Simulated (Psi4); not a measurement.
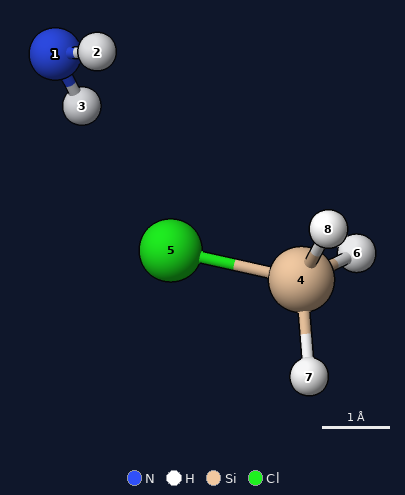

Fig. 1: The structure (ball-and-stick view, seen at a tilt; atoms are numbered from 1 in the order of the input). Bond lengths as drawn: Cl–Si 2.05 Å, H–N 1.03 Å and H–Si 1.48 Å.

# Interaction calculation, with input and output: SiNH5Cl (charge −1) (part 1 of 2)

- system: SiNH5Cl, charge −1, SMILES [NH2-].[SiH3]Cl
- method: B97-D3(BJ)/def2-SVPD, RKS (Psi4 1.11)

The run did not end well.

The input (job.dat):
```
memory 1600 MB

molecule mol {
  -1 1
  N      0.342200    -0.203000     0.168700
  H      0.125500     0.801200     0.156000
  H     -0.467700    -0.598200    -0.324700
  --
  0 1
  Si    -2.871580     3.589160    -2.787400
  Cl    -1.195450     2.402880    -2.769490
  H     -3.895840     2.969340    -1.915900
  H     -3.366750     3.682900    -4.179710
  H     -2.504150     4.930390    -2.278780
  units angstrom
  symmetry c1
  no_reorient
  no_com
}

set globals {
  basis def2-SVPD
  reference rks
}

E = energy("b97-d3bj", bsse_type='vmfc')
```

Run on 1 thread of AMD EPYC (Zen 3), 24 GiB of memory available, shared host.

Run as:
```bash
psi4 job.dat job.out -n 1
```

What the program printed:
```
Psi4 1.11 release

  //>>>>>>>>>>>>>>>>>>>>>>>>>>>>>>>>>>>//
  //   ManyBody Setup: N-Body Levels 2 //
  //<<<<<<<<<<<<<<<<<<<<<<<<<<<<<<<<<<<//

    Model chemistry "(auto)" (§A):          5
        Number of 1-body computations:      4 (nocp: 2, cp: 2, vmfc_compute: 4)
        Number of 2-body computations:      1 (nocp: 1, cp: 1, vmfc_compute: 1)

    -----------------------------------------------------------------------
                               Psi4 1.11 release

    h
    h
    h

    -----------------------------------------------------------------------

    Memory:     1.5 GiB
    Threads:    1
                ecpint, einsums, f̶o̶r̶t̶e̶, gauxc, gcp, g̶d̶m̶a̶, geometric, g̶p̶u̶_̶d̶f̶c̶c̶,
                i̶n̶t̶e̶g̶r̶a̶t̶o̶r̶x̶x̶, i̶p̶i̶, libefp, m̶d̶i̶, m̶p̶2̶d̶, m̶r̶c̶c̶, ooo,
                o̶p̶e̶n̶f̶e̶r̶m̶i̶o̶n̶p̶s̶i̶4̶, pcmsolver, p̶s̶i̶4̶f̶o̶c̶k̶c̶i̶, p̶s̶i̶x̶a̶s̶,
                p̶y̶e̶i̶n̶s̶u̶m̶s̶, r̶e̶s̶p̶, s̶i̶m̶i̶n̶t̶, s̶n̶s̶m̶p̶2̶,
                v̶2̶r̶d̶m̶_̶c̶a̶s̶s̶c̶f̶

   => Loading Basis Set <=

    Name: DEF2-SVPD
    Role: ORBITAL
    Keyword: BASIS

   => B97-D3BJ: Empirical Dispersion <=

        s6 =       1.000000
        s8 =       2.260900
        a1 =       0.554500
        a2 =       3.229700

         ---------------------------------------------------------
                                   SCF
                              RKS Reference
                        1 Threads,   1525 MiB Core
         ---------------------------------------------------------

  ==> Geometry <==

    Molecular point group: c1
    Full point group: C1

    Geometry (in Bohr), charge = -1, multiplicity = 1:

       Center              X                  Y                   Z               Mass
    ------------   -----------------  -----------------  -----------------  -----------------
         N            0.646664280132    -0.383614403468     0.318796797365    14.003074004430
         H            0.237160628745     1.514048571717     0.294797275571     1.007825032230
         H           -0.883824908877    -1.130434168249    -0.613594072936     1.007825032230

  Running in c1 symmetry.

  Rotational constants: A =     13.16403  B =      6.22176  C =      4.22492 [cm^-1]
  Rotational constants: A = 394647.80441  B = 186523.67597  C = 126659.96471 [MHz]
  Nuclear repulsion =    7.542852415995389

  Charge       = -1
  Multiplicity = 1
  Electrons    = 10
  Nalpha       = 5
  Nbeta        = 5

  ==> Algorithm <==

  SCF Algorithm Type is DF.
  DIIS enabled.
  MOM disabled.
  Fractional occupation disabled.
  Guess Type is SAD.
  Energy threshold   = 1.00e-06
  Density threshold  = 1.00e-06
  Integral threshold = 1.00e-12

  ==> Primary Basis <==

  Basis Set: DEF2-SVPD
    Blend: DEF2-SVPD
    Number of shells: 16
    Number of basis functions: 36
    Number of Cartesian functions: 38
    Spherical Harmonics?: true
    Max angular momentum: 2

  ==> DFT Potential <==

   => LibXC <=

    Version 7.1.2

   => Composite Functional: B97-D3BJ <=

    B97-D3BJ GGA Exchange-Correlation Functional

    Deriv               =              1
    GGA                 =           TRUE
    Meta                =          FALSE

    Exchange Hybrid     =          FALSE
    MP2 Hybrid          =          FALSE

   => Exchange-Correlation Functionals <=

    1.0000       Becke 97-D

   => LibXC Density Thresholds  <==

    XC_GGA_XC_B97_D:  1.00E-14

   => Molecular Quadrature <=

    Radial Scheme          =       TREUTLER
    Pruning Scheme         =           NONE
    Nuclear Scheme         =       TREUTLER

    Blocking Scheme        =         OCTREE
    BS radius alpha        =              1
    Pruning alpha          =              1
    Radial Points          =             75
    Spherical Points       =            302
    Total Points           =          66279
    Total Blocks           =            544
    Max Points             =            256
    Max Functions          =             36
    Weights Tolerance      =       1.00E-15

   => Loading Basis Set <=

    Name: (DEF2-SVPD AUX)
    Role: JKFIT
    Keyword: DF_BASIS_SCF

  ==> Integral Setup <==

  DFHelper Memory: AOs need 0.001 GiB; user supplied 1.048 GiB.
  SCF_SUBTYPE=INCORE selected. In-core MEM_DF algorithm will be used.
  Using in-core AOs.

  ==> MemDFJK: Density-Fitted J/K Matrices <==

    J tasked:                   Yes
    K tasked:                    No
    wK tasked:                   No
    Memory [MiB]:              1073
    Algorithm:                 Core
    Schwarz Cutoff:           1E-12
    Mask sparsity (%):       0.0000
    Fitting Condition:        1E-10

   => Auxiliary Basis Set <=

  Basis Set: (DEF2-SVPD AUX)
    Blend: DEF2-UNIVERSAL-JKFIT
    Number of shells: 37
    Number of basis functions: 113
    Number of Cartesian functions: 133
    Spherical Harmonics?: true
    Max angular momentum: 4

  Cached 100.0% of DFT collocation blocks in 0.069 [GiB].

  Minimum eigenvalue in the overlap matrix is 2.9316055240E-03.
  Reciprocal condition number of the overlap matrix is 5.7161621122E-04.
    Using symmetric orthogonalization.

  ==> Pre-Iterations <==

  SCF Guess: Superposition of Atomic Densities via on-the-fly atomic UHF (no occupation information).

   -------------------------
    Irrep   Nso     Nmo
   -------------------------
     A         36      36
   -------------------------
    Total      36      36
   -------------------------

  ==> Iterations <==

                           Total Energy        Delta E     RMS |[F,P]|

   @DF-RKS iter SAD:   -55.43619315254539   -5.54362e+01   0.00000e+00
   @DF-RKS iter   1:   -55.34403855670359    9.21546e-02   2.69717e-02 DIIS/ADIIS
   @DF-RKS iter   2:   -52.71880990049108    2.62523e+00   4.90288e-02 DIIS/ADIIS
   @DF-RKS iter   3:   -55.80898718785166   -3.09018e+00   5.09144e-03 DIIS/ADIIS
   @DF-RKS iter   4:   -55.82193668887278   -1.29495e-02   1.07804e-03 DIIS/ADIIS
   @DF-RKS iter   5:   -55.82269508807847   -7.58399e-04   3.15090e-04 DIIS/ADIIS
   @DF-RKS iter   6:   -55.82275647166134   -6.13836e-05   8.38444e-05 DIIS
   @DF-RKS iter   7:   -55.82276084900291   -4.37734e-06   6.09124e-06 DIIS
   @DF-RKS iter   8:   -55.82276087423820   -2.52353e-08   3.14425e-07 DIIS
  Energy and wave function converged.

  ==> Post-Iterations <==

   Electrons on quadrature grid:
      Ntotal   =   10.0000001687 ; deviation = 1.687e-07

    Orbital Energies [Eh]
    ---------------------

    Doubly Occupied:

       1A    -13.651679     2A     -0.394221     3A     -0.078740
       4A      0.058756     5A      0.128974

    Virtual:

       6A      0.245569     7A      0.316480     8A      0.385391
       9A      0.407384    10A      0.418310    11A      0.428542
      12A      0.437832    13A      0.552627    14A      0.602954
      15A      0.619312    16A      0.639602    17A      0.656743
      18A      0.784619    19A      0.799532    20A      1.059646
      21A      1.183512    22A      1.252246    23A      1.298977
      24A      1.453588    25A      1.592208    26A      1.843385
      27A      1.980508    28A      2.027779    29A      2.112120
      30A      2.329618    31A      2.395410    32A      2.784514
      33A      2.874824    34A      3.038990    35A      3.354031
      36A      3.729804

    Final Occupation by Irrep:
              A
    DOCC [     5 ]
    NA   [     5 ]
    NB   [     5 ]

  @DF-RKS Final Energy:   -55.82276087423820

   => Energetics <=

    Nuclear Repulsion Energy =              7.5428524159953891
    One-Electron Energy =                 -93.3303291740952545
    Two-Electron Energy =                  37.7404630627173603
    DFT Exchange-Correlation Energy =      -7.7741348853089356
    Empirical Dispersion Energy =          -0.0016122935467532
    VV10 Nonlocal Energy =                  0.0000000000000000
    Total Energy =                        -55.8227608742381989

Computation Completed

Properties will be evaluated at   0.000000,   0.000000,   0.000000 [a0]

Properties computed using the SCF density matrix

 Multipole Moments:

 ------------------------------------------------------------------------------------
     Multipole            Electronic (a.u.)      Nuclear  (a.u.)        Total (a.u.)
 ------------------------------------------------------------------------------------

 L = 1.  Multiply by 2.5417464519 to convert [e a0] to [Debye]
 Dipole X            :         -4.6814795            3.8799857           -0.8014938
 Dipole Y            :          2.7771585           -2.3016864            0.4754720
 Dipole Z            :         -2.3079054            1.9127808           -0.3951246
 Magnitude           :                                                    1.0122201

 ------------------------------------------------------------------------------------

	total time  =          1 seconds =       0.02 minutes

    Psi4 run time: 0:00:01.45

    -----------------------------------------------------------------------
                               Psi4 1.11 release

    h
    h
    h

    -----------------------------------------------------------------------

    Memory:     1.5 GiB
    Threads:    1
                ecpint, einsums, f̶o̶r̶t̶e̶, gauxc, gcp, g̶d̶m̶a̶, geometric, g̶p̶u̶_̶d̶f̶c̶c̶,
                i̶n̶t̶e̶g̶r̶a̶t̶o̶r̶x̶x̶, i̶p̶i̶, libefp, m̶d̶i̶, m̶p̶2̶d̶, m̶r̶c̶c̶, ooo,
                o̶p̶e̶n̶f̶e̶r̶m̶i̶o̶n̶p̶s̶i̶4̶, pcmsolver, p̶s̶i̶4̶f̶o̶c̶k̶c̶i̶, p̶s̶i̶x̶a̶s̶,
                p̶y̶e̶i̶n̶s̶u̶m̶s̶, r̶e̶s̶p̶, s̶i̶m̶i̶n̶t̶, s̶n̶s̶m̶p̶2̶,
                v̶2̶r̶d̶m̶_̶c̶a̶s̶s̶c̶f̶

  ==> Geometry <==

    Molecular point group: c1
    Full point group: C1

    Geometry (in Bohr), charge = 0, multiplicity = 1:

       Center              X                  Y                   Z               Mass
    ------------   -----------------  -----------------  -----------------  -----------------
         SI          -5.426499747342     6.782529420448    -5.267422602101    27.976926534650
         CL          -2.259073096679     4.540785112340    -5.233577607194    34.968852682000
         H           -7.362070628604     5.611239373367    -3.620526283765     1.007825032230
         H           -6.362235432885     6.959672347449    -7.898507183837     1.007825032230
         H           -4.732157677065     9.317086791696    -4.306270100171     1.007825032230

  Running in c1 symmetry.

  Rotational constants: A =      0.46414  B =      0.01203  C =      0.01177 [cm^-1]
  Rotational constants: A =  13914.60734  B =    360.50771  C =    352.86575 [MHz]
  Nuclear repulsion =   86.337101650098120

  Charge       = 0
  Multiplicity = 1
  Electrons    = 34
  Nalpha       = 17
  Nbeta        = 17

  ==> Primary Basis <==

  Basis Set: DEF2-SVPD
    Blend: DEF2-SVPD
    Number of shells: 33
    Number of basis functions: 75
    Number of Cartesian functions: 79
    Spherical Harmonics?: true
    Max angular momentum: 2

   => Molecular Quadrature <=

    Radial Scheme          =       TREUTLER
    Pruning Scheme         =           NONE
    Nuclear Scheme         =       TREUTLER

    Blocking Scheme        =         OCTREE
    BS radius alpha        =              1
    Pruning alpha          =              1
    Radial Points          =             75
    Spherical Points       =            302
    Total Points           =         109272
    Total Blocks           =            870
    Max Points             =            256
    Max Functions          =             75
    Weights Tolerance      =       1.00E-15

  ==> Integral Setup <==

  DFHelper Memory: AOs need 0.015 GiB; user supplied 0.902 GiB.
  SCF_SUBTYPE=INCORE selected. In-core MEM_DF algorithm will be used.
  Using in-core AOs.

  ==> MemDFJK: Density-Fitted J/K Matrices <==

    J tasked:                   Yes
    K tasked:                    No
    wK tasked:                   No
    Memory [MiB]:               923
    Algorithm:                 Core
    Schwarz Cutoff:           1E-12
    Mask sparsity (%):       0.1778
    Fitting Condition:        1E-10

   => Auxiliary Basis Set <=
```
